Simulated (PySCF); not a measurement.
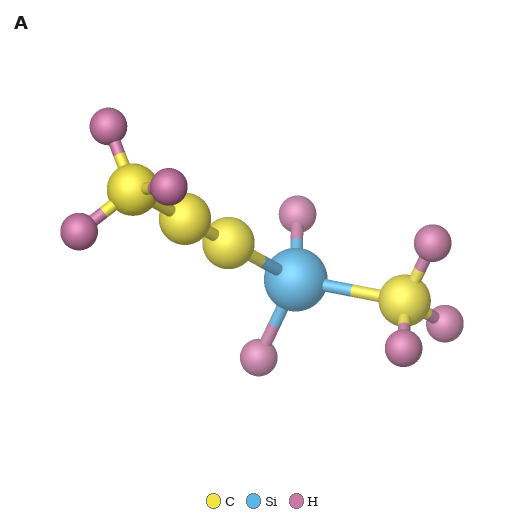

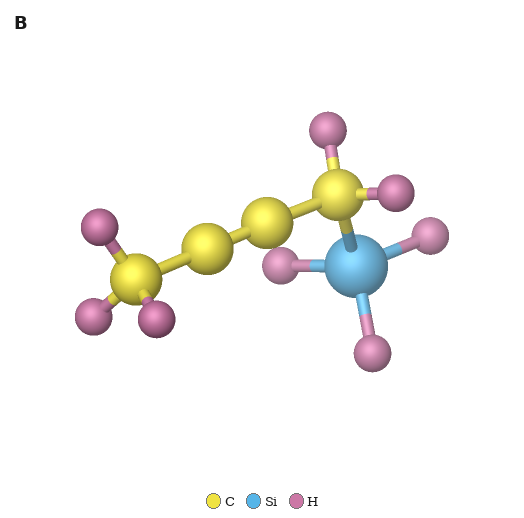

2 stationary structures of one formula. Geometries: PBE0-D3(BJ)/def2-SVP. Electronic energies: PBE0-D3(BJ)/def2-SVP (PySCF 2.14.0), without zero-point energy. No frequency run is at hand to confirm each as a minimum.

Are they conformers, stereoisomers or constitutional isomers?

Answer. They are constitutional isomers of C4H8Si: A `CC#C[SiH2]C`, B `CC#CC[SiH3]`.

Rank them by energy, lowest first.

Answer. A is lowest; B lies 53.9 kJ/mol above it.
